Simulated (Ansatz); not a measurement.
CH3FO (SMILES OCF): where methods fail along a bond

CH3FO has 6 atoms, charge 0, and is taken as a singlet. As SMILES, `OCF`. The coordinates come from a PBE0-D4/def2-TZVP relaxation. This is one conformer, not always the lowest.

```xyz
6

O    -0.7940   -0.6972   -0.2474
C     0.2502    0.0490    0.2308
F    -0.0941    1.3832    0.3238
H    -0.9287   -0.4951   -1.1780
H     1.1368    0.0049   -0.4125
H     0.4721   -0.3088    1.2373
```

The O1–H4 distance is scanned; the parts on either side stay rigid. Basis STO-3G, 3 core orbitals frozen in the correlated methods; program Ansatz 0.2.0. FCI is exact within this basis and core. Energies in eV from each method's value at 0.962 Å; methods without a U are spin-restricted. The shape above is that at 0.962 Å.

| distance (Å) | HF | PBE | BHLYP | wB97X | HSE06 | CCSD(T) | BCCD(T) | FCI |
| --- | --- | --- | --- | --- | --- | --- | --- | --- |
| 0.962 | 0.00 | 0.00 | 0.00 | 0.00 | 0.00 | 0.00 | 0.00 | 0.00 |
| 1.202 | 0.99 | 0.35 | 0.71 | 0.58 | 0.56 | 0.45 | 0.45 | 0.45 |
| 1.443 | 3.10 | 1.68 | 2.46 | 2.20 | 2.13 | 1.76 | 1.76 | 1.75 |
| 1.924 | 7.15 | 4.20 | 5.80 | 5.36 | 5.09 | 3.50 | 3.50 | 3.50 |
| 2.404 | 9.77 | 5.69 | 7.90 | 7.46 | 6.88 | 3.91 | 3.93 | 3.95 |

Departure from the FCI curve at its largest: HF +5.82 eV at 2.40 Å; PBE +1.74 eV at 2.40 Å; BHLYP +3.96 eV at 2.40 Å; wB97X +3.51 eV at 2.40 Å; HSE06 +2.94 eV at 2.40 Å; CCSD(T) -0.03 eV at 2.40 Å; BCCD(T) -0.02 eV at 2.40 Å. Functionals converge differently with the basis, so for them the departure isn't an error alone. Restricted Hartree–Fock keeps the electrons paired, so it rises far too high as the bond breaks.

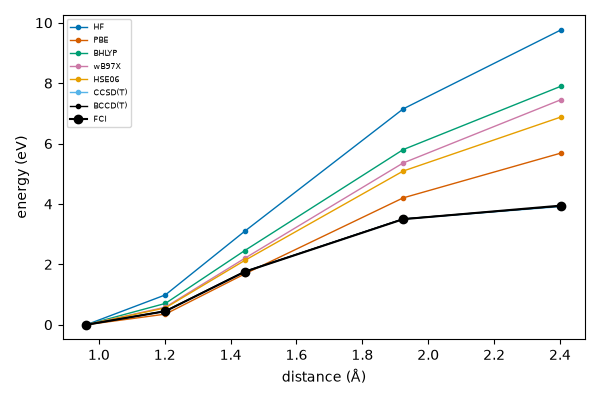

The curves of the table.
